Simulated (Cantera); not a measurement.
Feed: 1 mol TiCl₄, 15 mol O₂, 24 mol H₂, held at 1.33 mbar.

Cantera equilibrium calculation (NASA polynomials, part measured and part estimated; ideal gas, pure solids and liquids). Candidate condensed phases: H₂O, Ti, TiCl₂, TiCl₃, TiCl₄, TiO, TiO₂, Ti₂O₃, Ti₃O₅, Ti₄O₇; 23 gas species. Kinetics and transport are ignored.

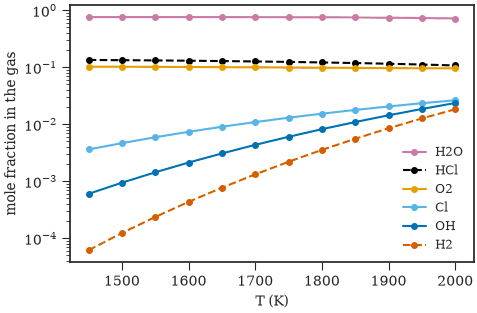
Fig. 1. Equilibrium gas composition (values under 1e-9 drawn at 1e-9)

Read off the mole fractions at 1850 K.

H₂O about 0.75, HCl about 0.12, O₂ about 0.097, Cl about 0.018, OH about 0.011, H₂ about 0.0056.
